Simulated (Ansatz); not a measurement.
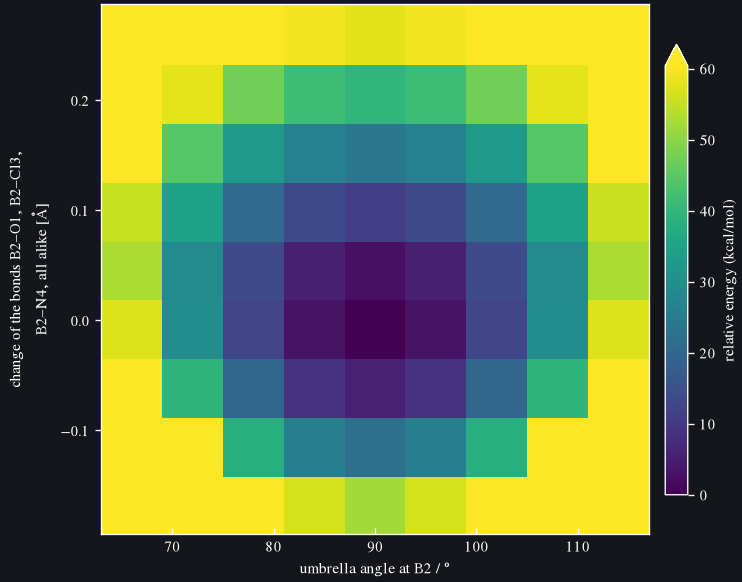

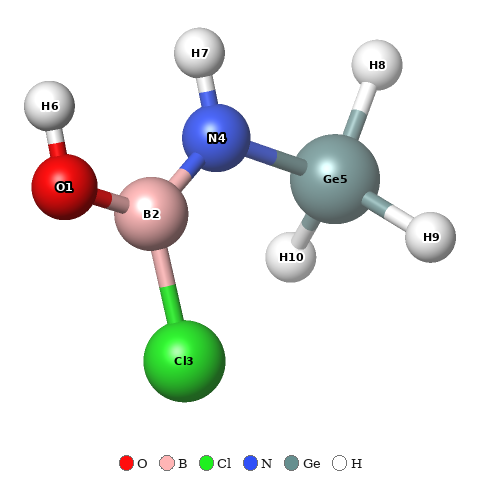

Energy landscape of BClGeH₅NO, SMILES OB(Cl)[NH][GeH3]. The first coordinate is: umbrella angle at B2 (between each of its bonds and their common axis; 90 is planar); the second: change of the bonds B2–O1, B2–Cl3, B2–N4, all alike. Nothing is relaxed (all other coordinates rigid). The scan uses a 9 × 9 grid. Points are written as (first, second). Energies: kcal/mol, counted from the lowest grid point. Level of theory: Ansatz, RKS PBE-D4/def2-SVP.

In the figure: one coloured cell a grid point, one colour for all values above the top of the scale. The second picture is the structure at the lowest point.

### What does the map say about the system?

The lowest grid point is at (90°, −0.008 Å). No other kind of well shows on this grid. The highest grid point, (114°, −0.168 Å), lies 137 kcal/mol above the lowest. Round the minimum the two coordinates are nearly uncoupled.

The values on the grid:

```tsv
second ↓, first →	66	72	78	84	90	96	102	108	114
0.260	88	74	65	59	58	59	65	74	88
0.206	74	58	47	42	40	42	47	58	74
0.153	63	44	33	26	24	26	33	44	63
0.099	55	34	21	13	11	13	21	34	55
0.046	53	29	14	5	3	5	14	29	53
−0.008	57	30	13	3	0	3	13	30	57
−0.061	71	39	20	9	5	9	20	39	71
−0.115	96	60	38	26	22	26	38	60	96
−0.168	137	96	71	57	52	57	71	96	137
```

The whole map (81 points run) took 19 min on 1 thread of Arm Neoverse N1, on a shared host.
